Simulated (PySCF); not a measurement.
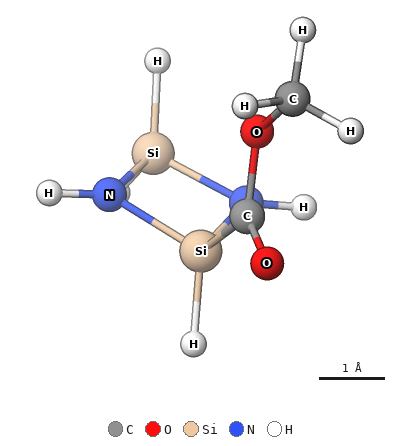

**Figure 1.** The input geometry (ball-and-stick view, seen at an oblique angle).

**Geometry relaxation of C2H8N2O2Si2**

System: C2H8N2O2Si2, SMILES COC(=O)[SiH]1N[SiH2]N1.
Method: PBE0-D3(BJ)/def2-SVP geometry optimisation, gas phase (PySCF 2.14.0).

It belongs to a series of runs on one base structure; here: H on Si replaced by COOCH3.

## Input file
```
{"job": {"xc": "PBE0", "basis": "def2-SVP", "d3": "d3bj", "grid": 1, "shake": 0.01, "kind": "geom"}, "charge": 0, "multiplicity": 1}
C      2.942750     0.528030    -0.086610
O      1.510910     0.324440    -0.074210
C      1.077470    -0.886320     0.279220
O      1.882680    -1.777950     0.585600
Si    -0.809070    -1.029030     0.252820
N     -1.655100     0.256360     1.084460
Si    -2.515490     0.842760    -0.299560
N     -1.570860    -0.353740    -1.144210
H      3.318030     0.535520     0.945410
H      3.070400     1.531210    -0.526010
H      3.411080    -0.223470    -0.670060
H     -1.186550    -2.383120     0.629080
H     -1.739630     0.500800     2.048660
H     -3.968430     0.542370    -0.254560
H     -2.215670     2.210150    -0.664130
H     -1.571560    -0.620360    -2.095180
```

The first line tells a small driver script what to run in PySCF; the rest is the geometry in Å.

Run on 1 CPU thread, shared host.

Launch command:
```bash
OMP_NUM_THREADS=1 python <driver script> task.json out
```

## What the program printed
```
step   0  E = -918.99239322  max force = 0.053003
step   1  E = -919.00148896  max force = 0.013128
step   2  E = -919.00028398  max force = 0.020998
step   3  E = -919.00181871  max force = 0.011784
step   4  E = -919.00238597  max force = 0.002163
step   5  E = -919.00253642  max force = 0.001763
step   6  E = -919.00271409  max force = 0.001773
step   7  E = -919.00278128  max force = 0.001241
step   8  E = -919.00282513  max force = 0.001195
step   9  E = -919.00285853  max force = 0.001063
step  10  E = -919.00289774  max force = 0.000990
step  11  E = -919.00292970  max force = 0.001200
step  12  E = -919.00295272  max force = 0.001237
step  13  E = -919.00296620  max force = 0.000793
step  14  E = -919.00297304  max force = 0.000507
step  15  E = -919.00297570  max force = 0.000416
optimisation converged
```

## Trajectory as extended XYZ (Å, eV, eV/Å), 7 of the 16 frames kept, from step=0 to step=15
```
16
Properties=species:S:1:pos:R:3:forces:R:3 step=0 energy=-25007.05676
C     2.9428    0.5280   -0.0866   -1.5809   1.3084   0.6902
O     1.5109    0.3244   -0.0742    0.2430   0.2246  -0.1064
C     1.0775   -0.8863    0.2792    2.7255  -1.4528   0.5741
O     1.8827   -1.7779    0.5856   -1.8343   1.3595  -0.4758
Si   -0.8091   -1.0290    0.2528   -0.9500   1.2540  -0.0049
N    -1.6551    0.2564    1.0845    0.2294  -0.1429   0.7433
Si   -2.5155    0.8428   -0.2996    0.5618  -1.2549   0.2853
N    -1.5709   -0.3537   -1.1442   -0.0697  -0.1032  -0.2935
H     3.3180    0.5355    0.9454    0.1321  -0.1722  -0.0163
H     3.0704    1.5312   -0.5260    0.0726  -0.2393   0.0246
H     3.4111   -0.2235   -0.6701    0.7379  -1.0065  -0.6725
H    -1.1865   -2.3831    0.6291    0.0567  -0.6908   0.1682
H    -1.7396    0.5008    2.0487    0.0224   0.0605   0.5845
H    -3.9684    0.5424   -0.2546   -0.2905   0.2611  -0.1208
H    -2.2157    2.2102   -0.6641   -0.1027   0.9470  -0.2872
H    -1.5716   -0.6204   -2.0952    0.0468  -0.3524  -1.0929
16
Properties=species:S:1:pos:R:3:forces:R:3 step=2 energy=-25007.27148
C     3.0442    0.3889   -0.0242   -0.1038  -0.0130  -0.0587
O     1.6253    0.3430   -0.0759   -0.4934   0.7786  -0.2818
C     1.0618   -0.8178    0.2647    1.0798  -0.0137   0.0593
O     1.7856   -1.7304    0.5833   -0.5413  -0.8150   0.2535
Si   -0.8632   -0.9201    0.2249   -0.0573   0.1116  -0.0324
N    -1.7131    0.3233    1.0959    0.0028  -0.0205   0.0724
Si   -2.5683    0.8842   -0.3208    0.0473   0.0497  -0.0246
N    -1.6417   -0.3057   -1.2047   -0.0068  -0.0742  -0.0239
H     3.3983    0.2998    1.0140    0.0117  -0.0363  -0.0116
H     3.3402    1.3586   -0.4410   -0.0512   0.0196   0.0102
H     3.4834   -0.4311   -0.6126   -0.0013   0.0289   0.0452
H    -1.1525   -2.3300    0.6127    0.0736  -0.0060  -0.0142
H    -1.7884    0.5520    2.0751    0.0155  -0.0080   0.0235
H    -4.0497    0.6627   -0.3024    0.0050   0.0176  -0.0067
H    -2.3387    2.3109   -0.7082    0.0015  -0.0069   0.0053
H    -1.6405   -0.5942   -2.1709    0.0179  -0.0124  -0.0154
16
Properties=species:S:1:pos:R:3:forces:R:3 step=5 energy=-25007.33277
C     2.9712    0.4356   -0.0464   -0.0096   0.0198   0.0308
O     1.5577    0.3085   -0.0691    0.0125  -0.0104  -0.0181
C     1.0648   -0.8855    0.2848   -0.0164  -0.0742   0.0389
O     1.7577   -1.8198    0.6080    0.0177   0.0906  -0.0294
Si   -0.8601   -0.9616    0.2394   -0.0345   0.0210  -0.0005
N    -1.6805    0.3035    1.1076   -0.0351  -0.0192   0.0259
Si   -2.4938    0.9015   -0.3200    0.0455   0.0212  -0.0109
N    -1.6125   -0.3292   -1.1957   -0.0518  -0.0343  -0.0025
H     3.3539    0.3512    0.9824   -0.0008  -0.0006  -0.0048
H     3.2005    1.4274   -0.4531   -0.0008  -0.0061   0.0047
H     3.4459   -0.3489   -0.6525    0.0101  -0.0135  -0.0249
H    -1.1750   -2.3680    0.6216    0.0249  -0.0073  -0.0043
H    -1.7534    0.5310    2.0875    0.0104   0.0041  -0.0013
H    -3.9841    0.7516   -0.3211   -0.0008   0.0057  -0.0007
H    -2.1991    2.3173   -0.7027    0.0167  -0.0038   0.0041
H    -1.6103   -0.6206   -2.1610    0.0118   0.0068  -0.0071
16
Properties=species:S:1:pos:R:3:forces:R:3 step=8 energy=-25007.34063
C     2.8904    0.4839   -0.0821    0.0023  -0.0037   0.0003
O     1.4842    0.2954   -0.0785   -0.0010  -0.0158  -0.0078
C     1.0497   -0.9183    0.2951    0.0023   0.0615  -0.0173
O     1.7950   -1.8110    0.6132   -0.0074  -0.0376   0.0187
Si   -0.8764   -1.0281    0.2669    0.0312   0.0093  -0.0117
N    -1.6702    0.2548    1.1322   -0.0395  -0.0439   0.0082
Si   -2.4077    0.9129   -0.3100   -0.0087   0.0239  -0.0022
N    -1.6197   -0.3892   -1.1698   -0.0369  -0.0404   0.0146
H     3.3058    0.3568    0.9291   -0.0001  -0.0033  -0.0011
H     3.0658    1.5059   -0.4370   -0.0014   0.0013  -0.0013
H     3.3823   -0.2416   -0.7476   -0.0030   0.0046   0.0030
H    -1.1862   -2.4352    0.6501    0.0026   0.0020   0.0041
H    -1.7293    0.4927    2.1103    0.0234   0.0253  -0.0035
H    -3.9050    0.8955   -0.3388    0.0015  -0.0054   0.0037
H    -1.9825    2.2967   -0.6869    0.0082  -0.0026  -0.0015
H    -1.6136   -0.6768   -2.1363    0.0265   0.0250  -0.0061
16
Properties=species:S:1:pos:R:3:forces:R:3 step=10 energy=-25007.34260
C     2.8862    0.4881   -0.1013    0.0045   0.0037  -0.0241
O     1.4797    0.3019   -0.1014   -0.0272   0.0369  -0.0138
C     1.0447   -0.9036    0.2928    0.0509  -0.0256   0.0018
O     1.7931   -1.7886    0.6273   -0.0237  -0.0390   0.0225
Si   -0.8793   -1.0366    0.2749    0.0355   0.0367  -0.0135
N    -1.6820    0.2384    1.1433   -0.0446  -0.0202  -0.0018
Si   -2.4092    0.9064   -0.3003    0.0362   0.0011   0.0078
N    -1.6369   -0.4071   -1.1581   -0.0493  -0.0261   0.0135
H     3.3016    0.3414    0.9069    0.0027  -0.0019   0.0016
H     3.0635    1.5155   -0.4398   -0.0042   0.0021   0.0032
H     3.3765   -0.2255   -0.7811   -0.0036   0.0021   0.0128
H    -1.1637   -2.4464    0.6656   -0.0079  -0.0019  -0.0016
H    -1.7209    0.4946    2.1178    0.0241   0.0100  -0.0002
H    -3.9060    0.9121   -0.3293    0.0000   0.0024  -0.0017
H    -1.9521    2.2799   -0.6777   -0.0216   0.0072  -0.0040
H    -1.6125   -0.6764   -2.1296    0.0283   0.0124  -0.0025
16
Properties=species:S:1:pos:R:3:forces:R:3 step=12 energy=-25007.34410
C     2.8868    0.4912   -0.1266   -0.0019   0.0010  -0.0035
O     1.4806    0.3009   -0.1300   -0.0015   0.0181  -0.0024
C     1.0457   -0.8944    0.2933    0.0050  -0.0636   0.0193
O     1.7892   -1.7733    0.6552    0.0024   0.0329  -0.0058
Si   -0.8772   -1.0385    0.2810    0.0125   0.0110  -0.0041
N    -1.6940    0.2236    1.1557   -0.0149   0.0055  -0.0017
Si   -2.4193    0.8977   -0.2862    0.0407  -0.0107   0.0036
N    -1.6532   -0.4187   -1.1463   -0.0342  -0.0044   0.0051
H     3.3001    0.3453    0.8826    0.0004   0.0042   0.0005
H     3.0616    1.5189   -0.4653    0.0010  -0.0005  -0.0006
H     3.3803   -0.2218   -0.8041    0.0017  -0.0032  -0.0012
H    -1.1414   -2.4513    0.6750   -0.0154  -0.0001  -0.0058
H    -1.7048    0.4976    2.1262    0.0105  -0.0010   0.0003
H    -3.9157    0.9110   -0.3131   -0.0015  -0.0003  -0.0012
H    -1.9563    2.2693   -0.6643   -0.0209   0.0067  -0.0014
H    -1.5995   -0.6635   -2.1232    0.0162   0.0044  -0.0010
16
Properties=species:S:1:pos:R:3:forces:R:3 step=15 energy=-25007.34472
C     2.8770    0.4998   -0.1511   -0.0002  -0.0019   0.0011
O     1.4730    0.2935   -0.1525    0.0049  -0.0092   0.0061
C     1.0501   -0.8973    0.2991   -0.0134   0.0144  -0.0095
O     1.8020   -1.7580    0.6839    0.0069   0.0054   0.0020
Si   -0.8732   -1.0463    0.2840   -0.0096  -0.0138  -0.0011
N    -1.6930    0.2083    1.1674    0.0214   0.0049   0.0035
Si   -2.4193    0.8895   -0.2700   -0.0161   0.0060  -0.0031
N    -1.6553   -0.4219   -1.1383    0.0065  -0.0019   0.0002
H     3.2883    0.3937    0.8639   -0.0007   0.0022  -0.0001
H     3.0417    1.5172   -0.5240    0.0004  -0.0003  -0.0022
H     3.3811   -0.2307   -0.8017    0.0003  -0.0005  -0.0003
H    -1.1423   -2.4610    0.6682    0.0022   0.0004  -0.0005
H    -1.6844    0.4867    2.1367   -0.0090  -0.0025   0.0006
H    -3.9160    0.8970   -0.2950    0.0003  -0.0028   0.0029
H    -1.9707    2.2678   -0.6419    0.0074  -0.0032   0.0007
H    -1.5762   -0.6442   -2.1189   -0.0012   0.0028  -0.0004
```

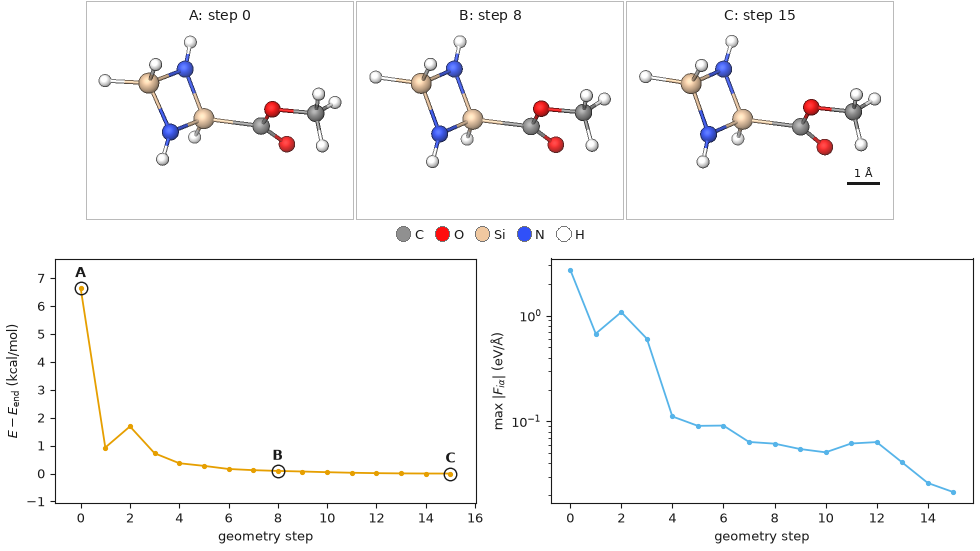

**Figure 2.** Frames of the relaxation (ball-and-stick view, seen at a tilt) above the curves, on which the letters mark them (steps are counted from 0).

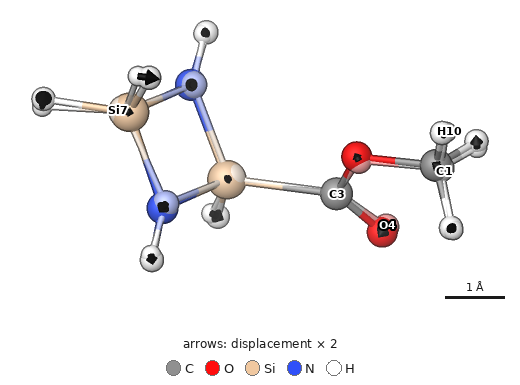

**Figure 3.** Start (faint) and end (solid) with the displacements as black arrows, magnified 2 times (ball-and-stick view, seen at a tilt). The two geometries are laid on each other by the best rigid fit. The atom that moves furthest after the best rigid fit is H14 (0.27 Å). By element the largest moves are H 0.27 Å, O 0.14 Å, N 0.13 Å, C 0.10 Å, Si 0.08 Å. Among the contacts that change: Si7–H15 1.447 → 1.496 Å, C1–H11 1.060 → 1.100 Å, C3–Si5 1.892 → 1.929 Å, Si5–H12 1.455 → 1.490 Å. Among the angles that change: H14–Si7–H15 113.7° → 106.9°, C3–Si5–H12 109.0° → 104.6°, H9–C1–H11 111.8° → 108.1°. After 15 geometry steps the energy has fallen by 6.64 kcal/mol. Largest force component: 2.7 eV/Å at the start, 0.021 eV/Å at the end. (Atoms are counted from 1 in the order of the input.)

## Results in brief

| quantity | value |
| --- | --- |
| outcome | converged |
| total energy | −919.002976 hartree |
| dipole moment | 1.90 D |
| point group | C1 |
| wall time | 3.4 min |
| peak memory | 0.64 GiB |
